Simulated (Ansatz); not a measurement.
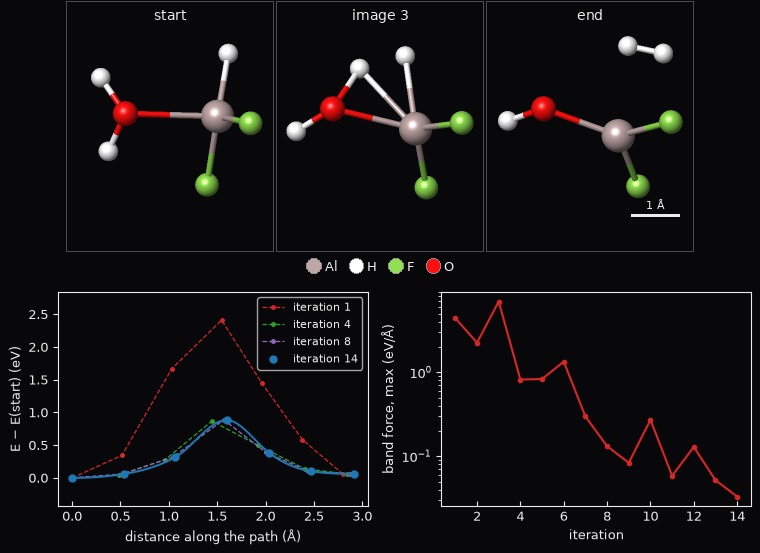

A nudged-elastic-band calculation for AlH$_{3}$OF$_{2}$. Images are numbered from 0 (start) to 6 (end). The plot follows the band through its iterations. A ball-and-stick model, seen face on.

The calculation used RKS B3LYP/def2-SVP in Ansatz 0.2.0.

Input
```yaml
crystal:
  periodic: [false, false, false]
  atoms:
    - { symbol: Al, position_ang: [0.067916, 0.028175, 0.139371] }
    - { symbol: H, position_ang: [-0.040431, 0.778545, 1.520864] }
    - { symbol: F, position_ang: [1.458566, 0.211028, -0.768248] }
    - { symbol: F, position_ang: [-1.336712, -0.270172, -0.745549] }
    - { symbol: O, position_ang: [0.107772, -1.883147, 0.685436] }
    - { symbol: H, position_ang: [-0.675211, -2.279899, 0.264098] }
    - { symbol: H, position_ang: [0.0894, -2.109631, 1.628029] }
basis:
  gaussian: { orbitals: def2-SVP }
hamiltonian:
  xc: b3lyp
neb:
  order_check: false
  images: 5
  f_tol: 0.05
  max_iterations: 60
  final_atoms:
    - { symbol: Al, position_ang: [0.02183329, -0.59218679, -0.22387868] }
    - { symbol: H, position_ang: [0.12473156, 0.25514237, 1.82685103] }
    - { symbol: F, position_ang: [1.39936564, 0.29068136, -0.4724673] }
    - { symbol: F, position_ang: [-1.4262761, 0.1316103, -0.58399294] }
    - { symbol: O, position_ang: [0.13636407, -2.24342822, 0.11688134] }
    - { symbol: H, position_ang: [-0.58550576, -2.87737442, 0.10213419] }
    - { symbol: H, position_ang: [0.00078729, -0.48954559, 1.95847337] }
  initial_path:
    images:
      - { positions_ang: [[0.067916, 0.028175, 0.139371], [-0.040431, 0.778545, 1.520864], [1.458566, 0.211028, -0.768248], [-1.336712, -0.270172, -0.745549], [0.107772, -1.883147, 0.685436], [-0.675211, -2.279899, 0.264098], [0.0894, -2.109631, 1.628029]] }
      - { positions_ang: [[0.04335995, 0.01848251, 0.09208975], [-0.02671636, 0.52061032, 1.64974533], [1.4573294, 0.14228783, -0.79631271], [-1.38183495, -0.18398328, -0.77786143], [0.10332931, -1.91224386, 0.67659537], [-0.60038934, -2.37323616, 0.19149701], [0.07622199, -1.73701835, 1.68824768]] }
      - { positions_ang: [[0.01880391, 0.00879002, 0.0448085], [-0.01300172, 0.26267564, 1.77862665], [1.45609279, 0.07354766, -0.82437742], [-1.42695791, -0.09779457, -0.81017386], [0.09888663, -1.94134073, 0.66775475], [-0.52556768, -2.46657333, 0.11889602], [0.06304399, -1.3644057, 1.74846636]] }
      - { positions_ang: [[-0.00575214, -0.00090247, -0.00247274], [0.00071293, 0.00474096, 1.90750798], [1.45485619, 0.0048075, -0.85244213], [-1.47208086, -0.01160585, -0.84248629], [0.09444394, -1.97043759, 0.65891412], [-0.45074603, -2.55991049, 0.04629503], [0.04986598, -0.99179305, 1.80868504]] }
      - { positions_ang: [[0.003443, -0.19799725, -0.07627472], [0.04205247, 0.0882081, 1.88062233], [1.43635934, 0.10009878, -0.72578386], [-1.45681261, 0.03613287, -0.75632184], [0.10841732, -2.06143447, 0.47823653], [-0.49566594, -2.6657318, 0.06490808], [0.03350642, -0.82437723, 1.85861448]] }
      - { positions_ang: [[0.01263815, -0.39509202, -0.1500767], [0.08339202, 0.17167523, 1.85373668], [1.41786249, 0.19539007, -0.59912558], [-1.44154435, 0.08387159, -0.67015739], [0.1223907, -2.15243135, 0.29755893], [-0.54058585, -2.77155311, 0.08352113], [0.01714685, -0.65696141, 1.90854393]] }
      - { positions_ang: [[0.02183329, -0.59218679, -0.22387868], [0.12473156, 0.25514237, 1.82685103], [1.39936564, 0.29068136, -0.4724673], [-1.4262761, 0.1316103, -0.58399294], [0.13636407, -2.24342822, 0.11688134], [-0.58550576, -2.87737442, 0.10213419], [0.00078729, -0.48954559, 1.95847337]] }
```

Command:
```bash
ansatz run input.yaml --threads 1 --pin off --max-ram 2048MiB --backend cpu --events-out ev --progress --plain --runs-dir out
```

Question: Judge this run.

Answer: The result is final at these settings. The band converged in 14 iterations. The largest component of the band force went from 4.4 to 0.033 eV/Å. The climbing image converged on the top of the path. Its vibrational analysis gives one imaginary mode (1227i cm⁻¹), as a transition state must have. The first iteration put the highest image at 2.41 eV. The energy climbs by 0.88 eV to image 3 and then falls by 0.82 eV, so the end point sits at +0.06 eV.

Cost: 2.6 min on 1 thread of Arm Neoverse V2, with other jobs on the host, peak memory 0.14 GiB.
